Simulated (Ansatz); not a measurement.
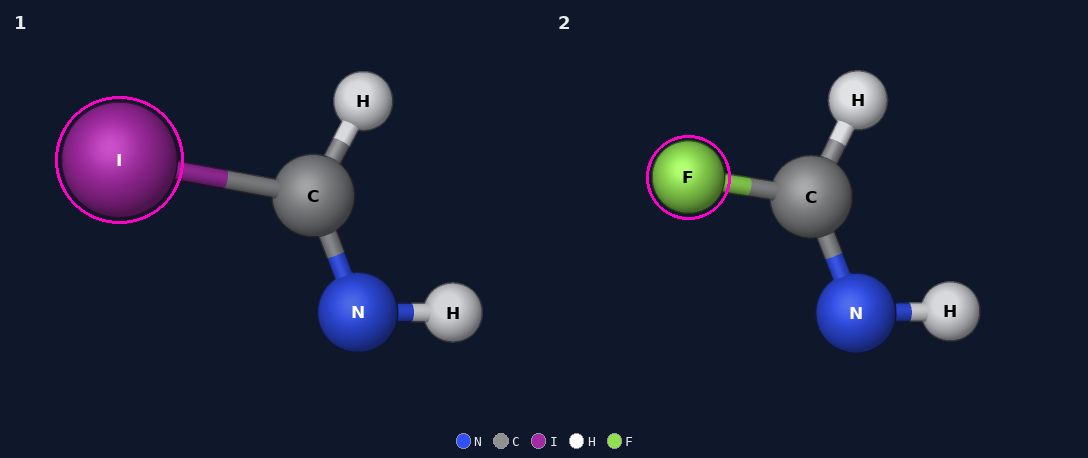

2 molecules with one skeleton, seen from the same side and at one scale; the atom that differs is circled. Charge 0, singlet. Computed geometries: PBE0-D4/def2-TZVP optimisations, one conformation each. Properties computed with Ansatz 0.2.0. Elements past Kr carry core potentials.

One atom differs, called X below: I in panel 1, F in panel 2. Their formulas are CH2IN (`[H]/N=C/I`), CH2FN (`[H]/N=C/F`).

Question: In which is the HOMO energy (Kohn–Sham orbital) higher (ωB97M-V/def2-TZVPP)?

Answer: In panel 1 (X = I).

Question: In which is the dipole moment larger (ωB97M-V/def2-TZVPP)?

Answer: In panel 2 (X = F).

Give the values. With PBE0-D4/def2-TZVP: length of X–C (Å), angle N–C–X (°). With ωB97M-V/def2-TZVPP: dipole moment (D), HOMO energy (Kohn–Sham orbital) (eV), HOMO–LUMO gap (eV), vertical ionisation energy (eV).

| quantity | 1 (I) | 2 (F) | 2 − 1 |
| --- | --- | --- | --- |
| length of X–C (Å) | 2.104 | 1.329 | −0.775 |
| angle N–C–X (°) | 121.0 | 120.0 | −1.0 |
| dipole moment (D) | 2.35 | 2.81 | +0.46 |
| HOMO energy (Kohn–Sham orbital) (eV) | −9.74 | −11.25 | −1.51 |
| HOMO–LUMO gap (eV) | 10.88 | 13.42 | +2.54 |
| vertical ionisation energy (eV) | 9.87 | 11.64 | +1.77 |
